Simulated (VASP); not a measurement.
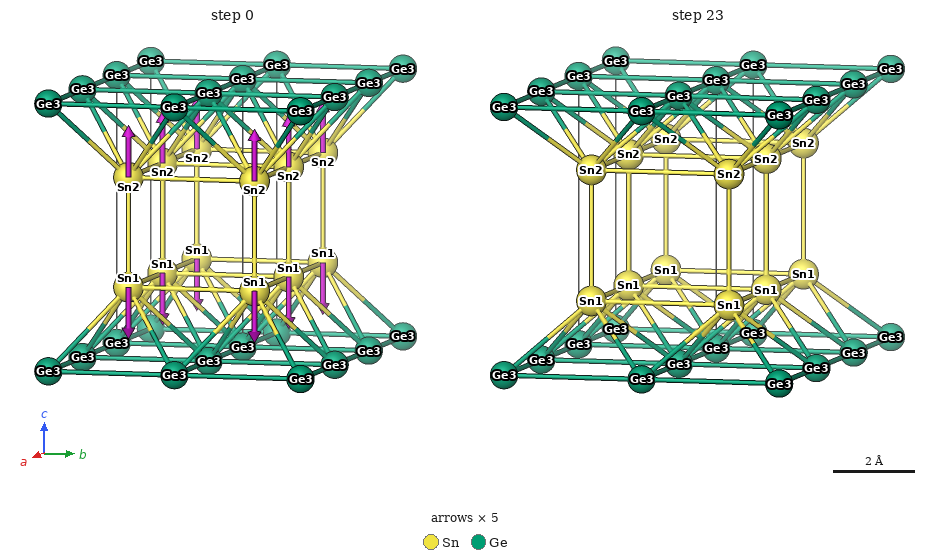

The structure of crystalline Sn₂Ge (a generated structure, set up in P4/mmm) before (left) and after (right) a relaxation, at one scale. The purple arrows give the displacements (the part carried along by the change of the cell is left out), magnified 5 times.

A ball-and-stick model of the cell of the calculation, repeated 3 × 2 × 1 with one cell outlined, seen slightly off an axis.

The run lets cell and atoms move.

All numbers below come from Kohn-Sham DFT of a periodic cell, PBE, VASP PAW PBE potentials, recommended in VASP.

The input:
```
  ALGO = Fast
  EDIFF = 1E-4
  EDIFFG = -0.08
  ENCUT = 520
  GGA = PE
  IBRION = 2
  ISIF = 3
  ISMEAR = 0
  LASPH = True
  LCHARG = False
  LREAL = False
  LWAVE = False
  NELM = 60
  NSW = 24
  PREC = Normal
  SIGMA = 0.15
```

Command:
```bash
cat potpaw_PBE.64/Sn_d/POTCAR potpaw_PBE.64/Ge_d/POTCAR > POTCAR
mpirun -np 1 vasp_std > vasp.out
```

**Summarise the run.**

The relaxation stopped without meeting its thresholds, so the last structure isn't shown to be converged. Over 23 geometry steps the energy falls by 119 meV per atom. Largest force component: 1.1 eV/Å at the start, 0.11 eV/Å at the end. Pressure: 7.81 GPa at the start and −0.21 GPa at the end. The largest moves relative to the cell, 0.26 Å, are those of Sn1 and Sn2. Sn1 goes along −c. Ge stays in place. The drawn cell changes as follows: a = b 3.248 → 3.544 Å (+9.1 %), c 6.702 → 6.713 Å (+0.2 %); the volume changes by +19.2 %. Among the contacts that change: Sn1–Sn2 2.748 → 3.280 Å, Sn1–Sn2 (another image) 3.954 → 3.433 Å, Sn1–Sn1 3.248 → 3.544 Å, Ge3–Ge3 3.248 → 3.544 Å. Bond angles that change, for instance: Ge3–Sn1–Ge3 98.6° → 111.2°, Ge3–Sn1–Ge3 64.8° → 71.4°, Sn2–Sn1–Ge3 130.7° → 124.4°. The space group stays P4/mmm (No. 123). The volume changes by over a tenth within one run on a fixed set of plane waves, so the end point should be relaxed again from the new cell. It ran on 1 thread of AMD EPYC 9R14 (Zen 4), on a shared host.
